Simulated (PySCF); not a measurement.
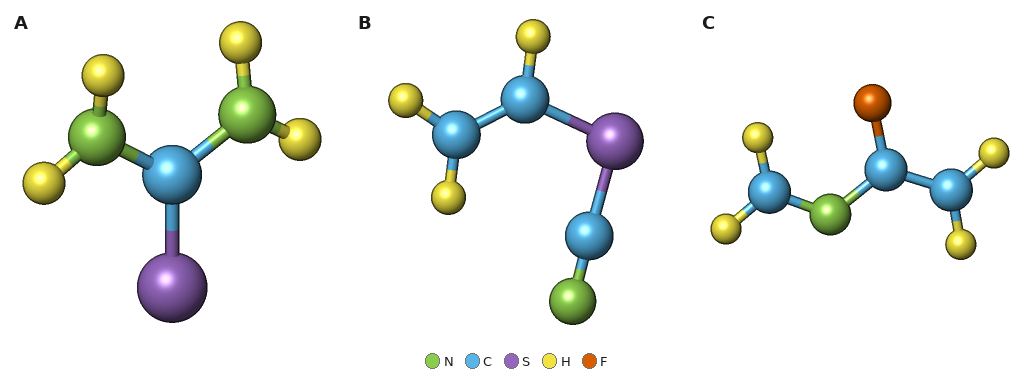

The picture comes from a calculation with PySCF.

Match each picture to its SMILES.
(1) NC(N)=S
(2) C=CSC#N
(3) C=NC(=C)F

Answer. A is (1), B is (2), C is (3).
